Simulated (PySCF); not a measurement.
# [GeH3]− (SMILES [H][Ge-]([H])[H]) at CISD/STO-3G

Aim: the energy change on altering one bond length of [GeH3]− at CISD/STO-3G, from 2 runs. 

The calculation is run with PySCF 2.14.0.

8 further runs of the same task are left out: 8 set aside as unsound or not needed.

## Step 1: Starting point

[GeH3]−: 4 atoms, total charge -1, spin state singlet. SMILES: `[H][Ge-]([H])[H]`. Geometry: a GFN2-xTB relaxation, a rough one for these elements and not checked as a minimum.

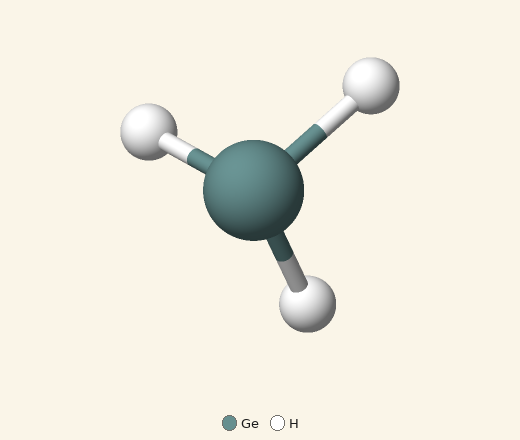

Viewed from a chosen angle; germanium teal, hydrogen white.

## Step 2: The energy at CISD/STO-3G

The input, job.py:

```python
from pyscf import gto, scf, ci

molecule = gto.M(
    atom='''
Ge    -0.014211     0.010960     1.451329
H      2.687096    -0.059451    -0.461906
H     -1.280214     2.361156    -0.513476
H     -1.392671    -2.312685    -0.475928
''',
    max_memory=1860,
    charge=-1,
    verbose=3,
    unit='bohr',
    basis='sto-3g',
    spin=0,
)

hf = scf.RHF(molecule)
hf.conv_tol = 1e-10
hf.kernel()
if not hf.converged:
    hf = hf.newton().run(hf.mo_coeff, hf.mo_occ)

cisd = ci.CISD(hf, frozen=9)
cisd.kernel()
etot = cisd.e_tot
print(f'total energy: {etot:.8f} hartree')
```

On the command line:

```bash
$ OMP_NUM_THREADS=1 python job.py
```

The program printed:

```text
converged SCF energy = -2053.23626036931
E(RCISD) = -2053.302855099206  E_corr = -0.06659472990095099
total energy: -2053.30285510 hartree
```

Wall time 0.54 s (1 thread of Intel Xeon Platinum 8559C (Emerald Rapids), shared host); peak memory 0.1 GiB.

## Step 3: The distorted shape at the same level

The input, geometry.xyz:

```xyz
4

Ge     0.357216     0.620628     1.277955
H      1.786686     0.583368     0.265515
H     -0.312724     1.864298     0.238225
H     -0.736970    -1.223820    -0.251850
```

The input, input.py:

```python
from pyscf import gto, scf, ci

mol = gto.M(
    atom='geometry.xyz',
    spin=0,
    max_memory=1860,
    verbose=3,
    basis='sto-3g',
    charge=-1,
)

myscf = scf.RHF(mol)
myscf.conv_tol = 1e-10
myscf.kernel()
if not myscf.converged:
    myscf = myscf.newton().run(myscf.mo_coeff, myscf.mo_occ)

cisd = ci.CISD(myscf, frozen=9)
cisd.kernel()
energy = cisd.e_tot
print(f'total energy: {energy:.8f} hartree')
```

On the command line:

```bash
$ OMP_NUM_THREADS=1 python input.py
```

The program printed:

```text
converged SCF energy = -2053.09225508505
E(RCISD) = -2053.187696687631  E_corr = -0.0954416025799405
total energy: -2053.18769669 hartree
```

Wall time 0.46 s (1 thread of Intel Xeon Platinum 8559C (Emerald Rapids), shared host); peak memory 0.1 GiB.

## Step 4: Summary of results

At CISD/STO-3G, 9 core orbitals frozen:

```
                                                              quantity           value
                                             first shape: total energy  -2053.30286 Eh
                      first shape: HOMO energy (Hartree–Fock orbitals)         2.02 eV
                      first shape: LUMO energy (Hartree–Fock orbitals)        18.56 eV
    first shape: HOMO–LUMO gap (to an unbound level, set by the basis)        16.54 eV
              first shape: correlation energy (9 core orbitals frozen)       -66.6 mEh
                                         distorted shape: total energy  -2053.18770 Eh
                  distorted shape: HOMO energy (Hartree–Fock orbitals)         2.46 eV
                  distorted shape: LUMO energy (Hartree–Fock orbitals)        12.82 eV
distorted shape: HOMO–LUMO gap (to an unbound level, set by the basis)        10.36 eV
          distorted shape: correlation energy (9 core orbitals frozen)       -95.4 mEh
    energy change with the Ge1–H4 bond stretched from 1.756 to 2.634 Å        3.134 eV
```

In words: With the Ge1–H4 bond stretched from 1.756 to 2.634 Å the energy rises by 3.13 eV (302 kJ/mol). The first shape isn't relaxed at this level, so the change isn't measured from a minimum. The minimal basis adds a large error of its own. The HOMO (first shape) lies at positive energy, 2.02 eV: the electron is unbound at this level or held by a compact basis; values depend on the basis. The HOMO (distorted shape) lies at positive energy, 2.46 eV: the electron is unbound at this level or held by a compact basis; values depend on the basis.
